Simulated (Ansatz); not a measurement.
# Pressure series in SiC

Base system: SiC in the zinc blende structure (space group F-43m, No. 216).

```
CELL_PARAMETERS angstrom
      0.00000     2.17816     2.17816
      2.17816     0.00000     2.17816
      2.17816     2.17816     0.00000
ATOMIC_POSITIONS crystal
  C  0.25000 0.25000 0.25000
  Si 0.00000 0.00000 0.00000
```

Cell and atoms are relaxed at each pressure.

Computed with r2SCAN (Ansatz, an electronic-structure program, PAW, without spin-orbit coupling).

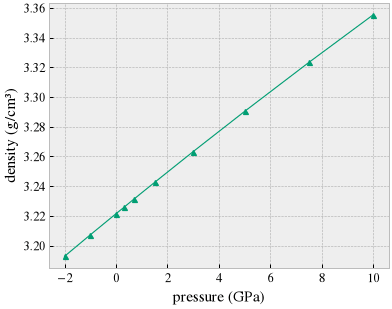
Figure: Density against pressure

```json
[
 {"pressure (GPa)": "-2", "density": "3.19 g/cm³"},
 {"pressure (GPa)": "-1", "density": "3.21 g/cm³"},
 {"pressure (GPa)": "0.3", "density": "3.23 g/cm³"},
 {"pressure (GPa)": "0.7", "density": "3.23 g/cm³"},
 {"pressure (GPa)": "1.5", "density": "3.24 g/cm³"},
 {"pressure (GPa)": "3", "density": "3.26 g/cm³"},
 {"pressure (GPa)": "5", "density": "3.29 g/cm³"},
 {"pressure (GPa)": "7.5", "density": "3.32 g/cm³"},
 {"pressure (GPa)": "10", "density": "3.36 g/cm³"}
]
```

Load acts through the strain it causes; cell and atoms are relaxed under it. No phonon test of stability was made. Competing high-pressure phases were not computed.
